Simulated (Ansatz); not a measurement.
Consider SiC (space group P6_3mc, No. 186; a = 3.078 Å, c = 10.077 Å).

Now apply this change: cell and atoms relaxed at a pressure of 9 GPa.

The values are results of r2SCAN (Ansatz, a quantum-chemistry and plane-wave program), no spin-orbit coupling, earlier PAW set, not measurements.

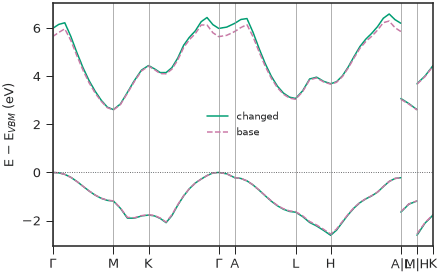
Figure: Highest valence and lowest conduction band along the path, each from its own valence-band maximum

Read the changed gap and its character from the plot.

About 2.6 eV, indirect, Γ → M.

Load acts through the strain it causes; cell and atoms are relaxed under it. Whether these cells are dynamically stable was not tested. Competing high-pressure phases were not computed.
